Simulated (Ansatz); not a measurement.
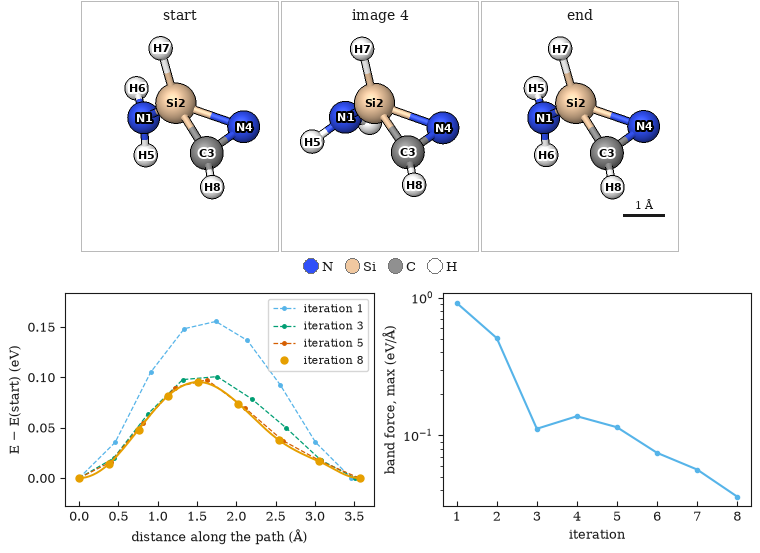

NEB run on CH₄N₂Si. Images are numbered from 0 (start) to 8 (end). The plot follows the band through its iterations. The picture is a ball-and-stick view, seen from a free direction.

All numbers below come from Ansatz, RKS B3LYP-D4/def2-SVP. Run with 7 movable images; climbing image; force threshold 0.05 eV/Å; iteration limit 60; starting path by image-dependent pair potential.

**How did the profile develop, and is the result final?**

The result is final at these settings. The band converged in 8 iterations. The largest component of the band force went from 0.92 to 0.036 eV/Å. The climbing image converged on the top of the path. Its vibrational analysis gives one imaginary mode (213i cm⁻¹), as a transition state must have. The first iteration put the highest image at 0.155 eV. The two ends have the same energy, and the highest point, image 4, lies 0.095 eV above the start.
